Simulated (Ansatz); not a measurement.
```xyz
5

C     0.2517   -1.0242   -0.7676
Cl   -2.1408   -2.6006    0.7502
F     1.2243   -0.5379   -1.5388
Sn   -0.8051   -2.8803   -1.2542
H     0.0728   -0.3764    0.1094
```

Geometry: B3LYP-D3(BJ)/def2-SVP; core potentials replace the inner electrons of Sn.

Computed with isolated molecule in a Gaussian basis; Kohn-Sham density functional theory, functional PBE0 (Ansatz 0.2.0).

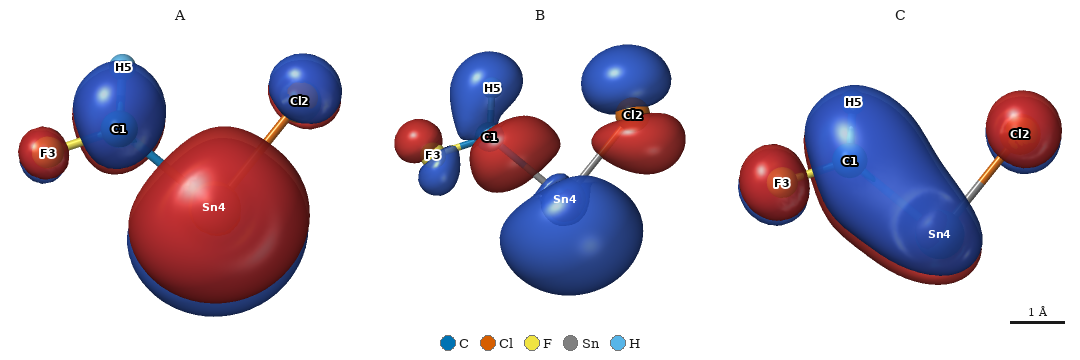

CHClFSn (SMILES F/[CH]=[Sn]/[Cl]) (doublet). Three frontier orbitals at ±0.08 Å⁻³ᐟ² (blue and red are the two phases), in no order.

Which picture is the HOMO−1, the HOMO and the LUMO? All are α orbitals.

Answer. B is the HOMO−1 (α) (−7.55 eV). By Hirshfeld shares it lies mainly on Sn4 (about 50 %), Cl2 (about 20 %) and C1 (about 20 %); it is symmetric in the molecular plane (an in-plane orbital: σ, lone-pair or in-plane π type). C is the HOMO (α) (−6.72 eV). Its weight (Hirshfeld) is mainly on C1 (about 55 %), Sn4 (about 20 %) and F3 (about 15 %); it changes sign across the molecular plane (π type); π-bonding across C1–Sn4. A is the LUMO (α) (−2.58 eV). Its weight (Hirshfeld) is mainly on Sn4 (about 75 %) and C1 (about 15 %); it changes sign across the molecular plane (π type).

What is the gap between the highest occupied and lowest empty α orbitals?

Answer. 4.14 eV between the orbital energies.
